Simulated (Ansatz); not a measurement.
**C2H9OSbSi: small, medium and large basis sets**

Aim: see how fast density functionals converge with the basis set for C2H9OSbSi.

Program: Ansatz 0.2.0, Gaussian basis. Level of theory: one geometry, several basis sets. These are calculated values, not measurements.

The runs, in order: PBE0-D4/def2-SVP; ωB97M-V/def2-SVP; PBE0-D4/def2-QZVPP; ωB97M-V/def2-QZVPP; the functionals' def2-TZVPP values are taken from earlier runs.

### Step 1. Structure used throughout

All runs share one geometry, relaxed beforehand with PBE0-D4 in a triple-zeta def2 set. Sb takes the def2 core potential; no spin-orbit term is included.

14 atoms, charge 0, spin multiplicity 1.

Atoms are counted from 1 here; the program's logs count them from 0.

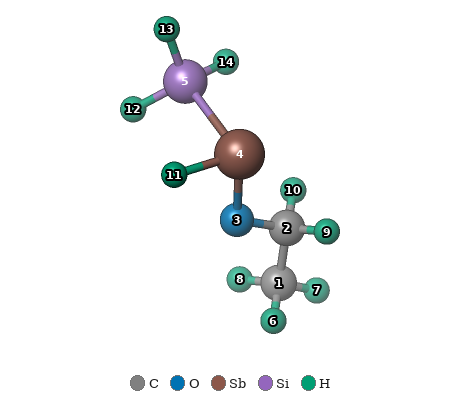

The structure; carbon grey, oxygen blue, antimony brown, silicon purple, hydrogen teal; atoms are numbered from 1 in the order of the file.

Geometry (Å):

```xyz
14

C    -1.4749    1.3207    1.5594
C    -0.1451    1.0268    0.9083
O    -0.3712    0.7038   -0.4469
Sb    1.2345    0.4349   -1.5771
Si    1.2432   -2.1422   -1.3020
H    -1.9640    2.1613    1.0633
H    -1.3384    1.5698    2.6149
H    -2.1326    0.4520    1.4892
H     0.5186    1.9004    1.0017
H     0.3480    0.1936    1.4332
H     0.2852    0.2869   -2.9921
H    -0.1194   -2.7043   -1.4859
H     2.1712   -2.7464   -2.2979
H     1.7318   -2.4866    0.0606
```

### Step 2. PBE0-D4 in def2-SVP

Input file in.yaml:

```yaml
crystal:
  periodic: [false, false, false]
  atoms:
    - {symbol: C, position_ang: [-1.474893, 1.320670, 1.559382]}
    - {symbol: C, position_ang: [-0.145140, 1.026819, 0.908320]}
    - {symbol: O, position_ang: [-0.371176, 0.703794, -0.446890]}
    - {symbol: Sb, position_ang: [1.234492, 0.434935, -1.577146]}
    - {symbol: Si, position_ang: [1.243155, -2.142174, -1.301985]}
    - {symbol: H, position_ang: [-1.963978, 2.161342, 1.063280]}
    - {symbol: H, position_ang: [-1.338362, 1.569823, 2.614945]}
    - {symbol: H, position_ang: [-2.132574, 0.451993, 1.489242]}
    - {symbol: H, position_ang: [0.518590, 1.900377, 1.001657]}
    - {symbol: H, position_ang: [0.347999, 0.193622, 1.433203]}
    - {symbol: H, position_ang: [0.285212, 0.286936, -2.992099]}
    - {symbol: H, position_ang: [-0.119364, -2.704300, -1.485871]}
    - {symbol: H, position_ang: [2.171219, -2.746408, -2.297915]}
    - {symbol: H, position_ang: [1.731819, -2.486632, 0.060578]}
basis:
  gaussian: {orbitals: def2-SVP}
hamiltonian: {xc: pbe0, dispersion: d4}
output: {orbitals: {seedname: orbitals}}
```

The run is started by

```sh
$ ansatz run in.yaml --threads 4 --pin off --events-out ev --progress --plain --max-ram 11315MiB
```

The runs that follow: ωB97M-V in def2-SVP; PBE0-D4 in def2-QZVPP; ωB97M-V in def2-QZVPP.

**Question.** What will the summary of the whole plan be? Wanted: PBE0-D4: double and triple zeta above quadruple; ωB97M-V: double and triple zeta above quadruple.

**Answer**, as computed:

```
                                       quantity          value
PBE0-D4: double and triple zeta above quadruple  8.59, 0.58 eV
ωB97M-V: double and triple zeta above quadruple  8.86, 0.56 eV
```

In words: PBE0-D4 gains 8.00 eV from double to triple zeta, then 0.58 eV more. These are total energies; as a rule much of such shifts cancels in differences, which this series doesn't test.
